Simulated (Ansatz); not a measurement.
# What BaPbO3 (model cell, started as cubic perovskite with Pb in the octahedra) distorts into, part 3 of 3

Aim: this structure of BaPbO3 (model cell, started as cubic perovskite with Pb in the octahedra) is to be tested for unstable modes, and one is followed downhill.

Ansatz 0.2.0; DFT PBEsol, scalar-relativistic, plane waves, PAW; PAW set soft_1.

So far, highest frequency on the path or at a solved wavevector (cm⁻¹): step 2 (the dispersion) 660. Also lowest frequency on the path (cm⁻¹): step 2 -163.

The structure was built from a prototype and need not be the compound's stable phase.

## Step 6: Relaxation from the frozen mode

Starting from the lowest point found, all atoms and the cell are let go, so that strain and other modes of the same symmetry can join in.

Contents of input.yaml:

```yaml
crystal:
  lattice:
    - [0.0, -4.2810551391, -4.2810551391]
    - [0.0, -4.2810551391, 4.2810551391]
    - [-8.5621102783, -4.2810551391, 0.0]
  atoms:
    - { symbol: Ba, position: [0.5, 0.5, 0.0] }
    - { symbol: Ba, position: [1.0, 0.0, 0.0] }
    - { symbol: Ba, position: [0.25, 0.25, 0.5] }
    - { symbol: Ba, position: [0.75, 0.75, 0.5] }
    - { symbol: Pb, position: [0.375, 0.875, 0.25] }
    - { symbol: Pb, position: [0.875, 0.375, 0.25] }
    - { symbol: Pb, position: [0.125, 0.625, 0.75] }
    - { symbol: Pb, position: [0.625, 0.125, 0.75] }
    - { symbol: O, position: [0.1775571367, 0.1775571367, 0.25] }
    - { symbol: O, position: [0.5724428633, 0.5724428633, 0.25] }
    - { symbol: O, position: [0.8224428633, 0.8224428633, 0.75] }
    - { symbol: O, position: [0.4275571367, 0.4275571367, 0.75] }
    - { symbol: O, position: [0.0724428633, 0.6775571367, 0.25] }
    - { symbol: O, position: [0.6775571367, 0.0724428633, 0.25] }
    - { symbol: O, position: [0.9275571367, 0.3224428633, 0.75] }
    - { symbol: O, position: [0.3224428633, 0.9275571367, 0.75] }
    - { symbol: O, position: [0.25, 0.75, 0.5] }
    - { symbol: O, position: [0.75, 0.25, 0.5] }
    - { symbol: O, position: [0.0, 0.5, 1.0] }
    - { symbol: O, position: [0.5, 0.0, 1.0] }
kpoints:
  mp_grid: { grid: [6, 6, 6] }
hamiltonian:
  xc: pbesol
  pseudopotentials: { kind: paw, azcp: { folder: soft_1 }, xc_functional: pbe }
scf:
  occupations: { method: methfessel_paxton, width: 0.2 }
output:
  forces: true
  stress: true
  eigenvalues: true
relax:
  adjacent_minimum: "off"
  f_tol: 0.002
  max_steps: 120
  cell: { stress_tol: 0.03 }
```

Launch:

```console
$ ansatz run input.yaml --threads 4 --pin off --max-ram 16384MiB --backend cpu --events-out ev --progress --plain --runs-dir out
```

Numbers of over 12 decimals in the logs are rounded to 6 here.

Output:

```text
[...]
Crystal: 20 atoms, lattice volume = 313.843 Å³
Basis set: ecut = 420 eV, 6141 PW (Γ), exchange–correlation on 90×90×128 points (8 copies of the dense FFT grid, shifted against one another)
Bands: 104, of which v1, the nominal top of the filled ones, is band 84 counted from 1 (83 counted from 0)
Symmetry: 16 space group operations
[...]
k-points: 30 of 216
[...]
SCF iter   1: F=—  HF=-77221.290009 eV  |F-HF|=—  |Δ(HF+E_count)|=         —  Δρ=5.93e-2  dr2=1.73e1  ethr=3.10e-3  ⟨swp⟩=14.6  Hψ=19769  notcnv=0  defer=1
[...]
SCF iter  12: F=-77214.400879 eV  HF=-77214.400879 eV  |F-HF|=4.91e-8  |Δ(HF+E_count)|=   4.15e-8  S|Δr|=    0.00e0  Δρ=2.32e-6  dr2=5.93e-8  ethr=5.95e-11  ⟨swp⟩=21.2  Hψ=23802  notcnv=0
SCF 1 converged in 12 iterations: F = -77214.400879 eV  dr2 = 5.93e-8
[...]
relax step   1: F+E_penalty+E_count = -77214.40087902 eV  Δ(F+E_penalty+E_count) = +0.000e0 eV  max|allowed force component| = 8.043e-2 eV/Å  Δτ_max = 0.0000 Å  P = -0.076 GPa  Ω = 313.843 Å³  (12 SCF iters, dr2 threshold 1.00e-7 eV, accepted)
Crystal: 20 atoms, lattice volume = 312.869 Å³
[...]
SCF iter   6: F=-77214.476420 eV  HF=-77214.476420 eV  |F-HF|=1.75e-7  |Δ(HF+E_count)|=   8.16e-7  S|Δr|=    0.00e0  Δρ=9.18e-6  dr2=4.22e-7  ethr=1.19e-9  ⟨swp⟩=13.9  Hψ=17321  notcnv=0
SCF 2 converged in 6 iterations: F = -77214.476420 eV  dr2 = 4.22e-7
relax step   2: F+E_penalty+E_count = -77214.47641976 eV  Δ(F+E_penalty+E_count) = -7.554e-2 eV  max|allowed force component| = 3.755e-2 eV/Å  Δτ_max = 0.0104 Å  P = +0.049 GPa  Ω = 312.869 Å³  energy of the carried Pulay correction = +2.042e-3 eV  (6 SCF iters, dr2 threshold 2.00e-6 eV, accepted)
Crystal: 20 atoms, lattice volume = 313.734 Å³
Basis set: ecut = 420 eV, 6149 PW (Γ), exchange–correlation on 90×90×128 points (8 copies of the dense FFT grid, shifted against one another)
[...]
SCF iter   7: F=-77214.479584 eV  HF=-77214.479585 eV  |F-HF|=6.67e-7  |Δ(HF+E_count)|=   4.54e-7  S|Δr|=    0.00e0  Δρ=5.66e-6  dr2=7.71e-7  ethr=1.16e-9  ⟨swp⟩=14.0  Hψ=16671  notcnv=0
SCF 3 converged in 7 iterations: F = -77214.479584 eV  dr2 = 7.71e-7
[...]
relax step   3: F+E_penalty+E_count = -77214.47958439 eV  Δ(F+E_penalty+E_count) = -3.165e-3 eV  max|allowed force component| = 2.137e-2 eV/Å  Δτ_max = 0.0201 Å  P = -0.370 GPa  Ω = 313.734 Å³  energy of the carried Pulay correction = +2.286e-4 eV  (7 SCF iters, dr2 threshold 1.96e-6 eV, accepted)
[...]
relax step   4: F+E_penalty+E_count = -77214.48443038 eV  Δ(F+E_penalty+E_count) = -4.846e-3 eV  max|allowed force component| = 2.250e-2 eV/Å  Δτ_max = 0.0090 Å  P = +0.184 GPa  Ω = 312.290 Å³  energy of the carried Pulay correction = +3.260e-3 eV  (7 SCF iters, dr2 threshold 5.54e-7 eV, accepted)
[...]
relax step   5: F+E_penalty+E_count = -77214.48382892 eV  Δ(F+E_penalty+E_count) = +6.015e-4 eV  max|allowed force component| = 1.892e-3 eV/Å  Δτ_max = 0.0029 Å  P = +0.004 GPa  Ω = 312.787 Å³  energy of the carried Pulay correction = +2.214e-3 eV  (7 SCF iters, dr2 threshold 8.73e-8 eV, accepted)
[...]
relax step   6: F+E_penalty+E_count = -77214.48470690 eV  Δ(F+E_penalty+E_count) = -8.780e-4 eV  max|allowed force component| = 1.872e-3 eV/Å  Δτ_max = 0.0000 Å  P = +0.008 GPa  Ω = 312.787 Å³  stress off target by 1.09e-1 GPa  SCF on the basis re-selected at this cell (its energy is not comparable with the rows above)  (8 SCF iters)
[...]
relax step   7: F+E_penalty+E_count = -77214.48479181 eV  Δ(F+E_penalty+E_count) = -8.491e-5 eV  max|allowed force component| = 1.588e-4 eV/Å  Δτ_max = 0.0014 Å  P = +0.001 GPa  Ω = 312.785 Å³  energy of the carried Pulay correction = -2.370e-5 eV  (6 SCF iters, dr2 threshold 2.99e-8 eV, accepted)
[...]
SCF iter   6: F=-77214.484770 eV  HF=-77214.484770 eV  |F-HF|=4.37e-11  |Δ(HF+E_count)|=  1.46e-11  S|Δr|=    0.00e0  Δρ=4.32e-8  dr2=3.73e-11  ethr=1.00e-12  ⟨swp⟩=11.6  Hψ=16152  notcnv=0
SCF 8 converged in 6 iterations: F = -77214.484770 eV  dr2 = 3.73e-11
relax step   8: F+E_penalty+E_count = -77214.48476996 eV  Δ(F+E_penalty+E_count) = +2.185e-5 eV  max|allowed force component| = 1.562e-4 eV/Å  Δτ_max = 0.0000 Å  P = +0.001 GPa  Ω = 312.785 Å³  stress off target by 6.69e-3 GPa  SCF on the basis re-selected at this cell (its energy is not comparable with the rows above)  (6 SCF iters)
basis re-selected at this cell: Δ(F+E_penalty+E_count) = +2.185e-5 eV, ΔP = +0.000 GPa vs the last step (what re-selecting the basis moved, of the pressure what is left beyond the Pulay correction that the steps carried, after the strain that the cell walked since its last selection, with what the two solves' SCF thresholds leave and, on support functions, any second-order correction that the steps lacked; it is no m [...]
SCF converged after 6 iterations
[...]
Free energy (F): -77214.484770 eV
[...]
Internal energy: -77214.543675 eV  (E = F + TS)
E sigma→0 (E₀):  -77214.499496 eV
Entropy (-TS):   0.058905 eV (2.945 meV/atom)
Fermi energy:    8.997139 eV
[...]
--- Forces (eV/Å), atoms counted from 1 ---
  atom   1  Ba     0.00000000     0.00000000     0.00000000
  atom   2  Ba     0.00000000     0.00000000    -0.00000000
  atom   3  Ba    -0.00000000    -0.00000000     0.00000000
  atom   4  Ba     0.00000000     0.00000000    -0.00000000
  atom   5  Pb    -0.00005907    -0.00000000     0.00000000
  atom   6  Pb    -0.00005907    -0.00000000     0.00000000
  atom   7  Pb     0.00005907     0.00000000    -0.00000000
  atom   8  Pb     0.00005907     0.00000000    -0.00000000
  atom   9  O      0.00011341    -0.00015622     0.00000000
  atom  10  O      0.00011341     0.00015622     0.00000000
  atom  11  O     -0.00011341     0.00015622    -0.00000000
  atom  12  O     -0.00011341    -0.00015622    -0.00000000
  atom  13  O      0.00011341    -0.00000000     0.00015622
  atom  14  O      0.00011341     0.00000000    -0.00015622
  atom  15  O     -0.00011341     0.00000000    -0.00015622
  atom  16  O     -0.00011341    -0.00000000     0.00015622
  atom  17  O     -0.00000000     0.00000000    -0.00000000
  atom  18  O      0.00000000    -0.00000000     0.00000000
  atom  19  O      0.00000000     0.00000000     0.00000000
  atom  20  O      0.00000000     0.00000000     0.00000000
  max |Σ_I F_I| component: 3.25e-18 eV/Å
--- Stress (GPa, compression-positive) ---
        0.006694      -0.000000      -0.000000
       -0.000000      -0.001252       0.000000
       -0.000000       0.000000      -0.001252
  P = ⅓ Tr σ = 0.0014 GPa (0.014 kbar)
--- Band table (eV; the first three rows and the last of 30) ---
  k-point 0: bands = [... 80 lower, 8.6172, 8.8208, 8.8388, 9.0047, 9.0772, 12.2141, 13.7983, 13.8099, ... 16 higher]
  k-point 1: bands = [... 80 lower, 8.7094, 8.8220, 8.8378, 8.9561, 9.2733, 11.9070, 13.7483, 13.8677, ... 16 higher]
  k-point 2: bands = [... 80 lower, 8.8248, 8.8350, 8.8647, 8.8647, 9.7118, 11.1824, 13.6913, 13.9357, ... 16 higher]
  k-point 29: bands = [... 80 lower, 8.6434, 8.7918, 8.8605, 8.8631, 11.9531, 12.1245, 12.9149, 13.4618, ... 16 higher]
--- Relaxed structure (6 steps of the walk, 6 accepted, 2 SCFs on fresh bases) ---
  F+E_penalty+E_count = -77214.48476996 eV   max|allowed force component| = 1.562e-4 eV/Å   (the final SCF, on the basis selected at the relaxed cell)
  cell:  # Å, volume = 312.7853 Å³
    - [9.001391711611591e-19, -4.235368, -4.235368]
    - [-9.00139171161134e-19, -4.235368, 4.235368]
    - [-8.718347, -4.235368, 1.8002783423433097e-18]
  atoms:
    - { symbol: Ba, position: [0.500000, 0.500000, 0] }
    - { symbol: Ba, position: [1.000000, 0.0, 0] }
    - { symbol: Ba, position: [0.250000, 0.250000, 0.5] }
    - { symbol: Ba, position: [0.750000, 0.750000, 0.5] }
    - { symbol: Pb, position: [0.374808, 0.874808, 0.250385] }
    - { symbol: Pb, position: [0.874808, 0.374808, 0.250385] }
    - { symbol: Pb, position: [0.125192, 0.625192, 0.749615] }
    - { symbol: Pb, position: [0.625192, 0.125192, 0.749615] }
    - { symbol: O, position: [0.177942, 0.177942, 0.250616] }
    - { symbol: O, position: [0.571442, 0.571442, 0.250616] }
    - { symbol: O, position: [0.822058, 0.822058, 0.749384] }
    - { symbol: O, position: [0.428558, 0.428558, 0.749384] }
    - { symbol: O, position: [0.071442, 0.677942, 0.250616] }
    - { symbol: O, position: [0.677942, 0.071442, 0.250616] }
    - { symbol: O, position: [0.928558, 0.322058, 0.749384] }
    - { symbol: O, position: [0.322058, 0.928558, 0.749384] }
    - { symbol: O, position: [0.25, 0.75, 0.5] }
    - { symbol: O, position: [0.75, 0.25, 0.5] }
    - { symbol: O, position: [-5.551115123125783e-17, 0.5, 1.0] }
    - { symbol: O, position: [0.5, -5.551115123125783e-17, 1.0] }
```

The job ended after 2.7 min (4 threads of Arm Neoverse V1, shared host; peak memory 1.5 GiB; 11 min of CPU time).

Relaxation path:

| step | energy less that of the first step (eV) | largest force component (eV/Å) | pressure (GPa) | volume (Å³) |
| --- | --- | --- | --- | --- |
| 1 | 0.0000 | 0.0804 | -0.08 | 313.84 |
| 2 | -0.0755 | 0.0376 | 0.05 | 312.87 |
| 3 | -0.0787 | 0.0214 | -0.37 | 313.73 |
| 4 | -0.0836 | 0.0225 | 0.18 | 312.29 |
| 5 | -0.0830 | 0.0019 | 0.00 | 312.79 |
| 6* | -0.0838 | 0.0019 | 0.01 | 312.79 |
| 7 | -0.0839 | 0.0002 | 0.00 | 312.79 |
| 8* | -0.0839 | 0.0002 | 0.00 | 312.79 |

Relaxation steps marked * repeat the geometry before them on a plane-wave basis chosen anew for their cell, so energy and pressure can jump there.

Forces are held to the 16 operations that the run works with; a distortion that breaks them can't arise in this run.

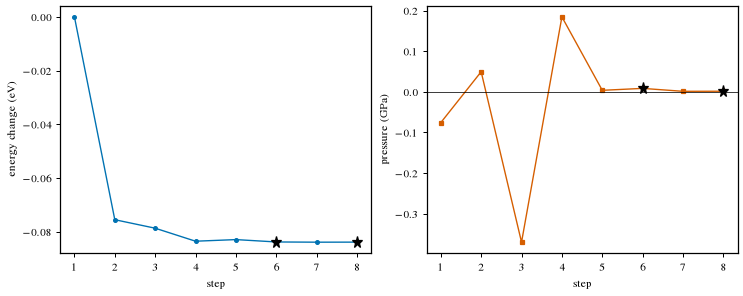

Energy and pressure along the relaxation. Stars mark steps on a basis chosen anew.

| conventional cell, symmetrised | before | after | change |
| --- | --- | --- | --- |
| a (Å) | 6.054 | 5.990 | -1.1 % |
| b (Å) | 6.054 | 5.990 | -1.1 % |
| c (Å) | 17.124 | 17.437 | +1.8 % |
| volume (Å³/atom) | 15.69 | 15.64 | -0.3 % |

The relaxed structure:

```
Ba Pb O
1.0
     0.00000   -4.23537   -4.23537
     0.00000   -4.23537    4.23537
    -8.71835   -4.23537    0.00000
Ba Pb O
4 4 12
Cartesian
  0.0000 -4.2354 0.0000
  0.0000 -4.2354 -4.2354
  -4.3592 -4.2354 0.0000
  -4.3592 -8.4707 0.0000
  -2.1829 -6.3531 2.1177
  -2.1829 -6.3531 -2.1177
  -6.5354 -6.3531 2.1177
  -6.5354 -6.3531 -2.1177
  -2.1850 -2.5688 0.0000
  -2.1850 -5.9020 0.0000
  -6.5334 -10.1374 0.0000
  -6.5334 -6.8041 0.0000
  -2.1850 -4.2354 2.5688
  -2.1850 -4.2354 -2.5688
  -6.5334 -8.4707 -2.5688
  -6.5334 -8.4707 2.5688
  -4.3592 -6.3531 2.1177
  -4.3592 -6.3531 -2.1177
  -8.7183 -6.3531 2.1177
  -8.7183 -6.3531 -2.1177
```

Numbers from this step:

- pressure: 0.001396 GPa
- volume per atom: 15.64 Å³

The distorted start has space group I4/mcm; the relaxation ends in I4/mcm.

## Step 7: The phases reached

The phases reached along the modes that were followed are set side by side.

Energies are those of the first relaxation, on the mesh of the frozen mode; space group, volume and gap are those of the last relaxation. Phases, by row:

| mode frozen in | space group | energy from parent (meV/atom) | volume (Å³/atom) | gap on mesh (eV) | lowest zone-centre optical mode (cm⁻¹) | largest shift (Å) |
| --- | --- | --- | --- | --- | --- | --- |
| parent | Pm-3m | 0 | 15.69 | 0 | – | – |
| q = (-0.5, -0.5, -0.5), 163i cm⁻¹ | I4/mcm | -28.85 | 15.62 | 0 | -62.5 | 0.467 |
| q = (-0.5, -0.5, -0.5), 163i cm⁻¹ | R-3c | -30.73 | 15.67 | 0.327 | -19.4 | 0.387 |
| q = (-0.5, -0.5, -0.5), 163i cm⁻¹ | Imma | -31.62 | 15.67 | 0.269 | 63 | 0.453 |
| q = (0.25, -0.5, -0.5), 158i cm⁻¹ | I4/mcm | -24.67 | 15.64 | 0 | – | 0.451 |

## Step 8: Summary of results

```yaml
unstable_mode_of_the_parent: q = (0.25, -0.5, -0.5), 158i cm⁻¹
depth_at_the_lowest_point_sampled: 20.4 meV/atom
largest_atomic_shift_at_that_point: 0.45 Å
space_group_reached_within_0p01_a: I4/mcm
energy_gained_over_the_parent_first_relaxation_on_the_mesh_of_the_frozen_mode: 24.7 meV/atom
volume_per_atom_phase_reached: 15.6 Å³
```

**Reading.** Along this mode the structure falls into I4/mcm, 24.7 meV/atom below the parent. At the parent's cell the well is 20.44 meV/atom deep on the steps tried, with its lowest point at a shift of 0.45 Å. Relaxing atoms and cell changes the gain by +4.23 meV/atom against the lowest step (energies at zero smearing). The modes of the phase reached were not computed on this path. Of the 4 patterns followed to their end from this parent, this one ends 6.95 meV/atom above the lowest, Imma. Each path keeps the symmetry of its pattern, so a lower phase may lie along a pattern not tried. With no gap, or one that is small against the smearing, the frequencies hang on the k mesh and the smearing, most of all near Kohn anomalies. Spin-orbit coupling is left out, which can matter for the heavy elements here. The PAW files were made for PBE and serve the other functionals too. The starting cell was built on a prototype and not taken from a measurement, so the phase need not exist.

[Logs are printed without paths, hosts, clocks, repeated set-up lines and the standing remarks that a program may print on its own settings, such as how far it seeks lower states.]

[Hosts, paths, dates, database ids (printed as entryN), source tags and the programs' standing remarks are cut or masked in the printed files.]
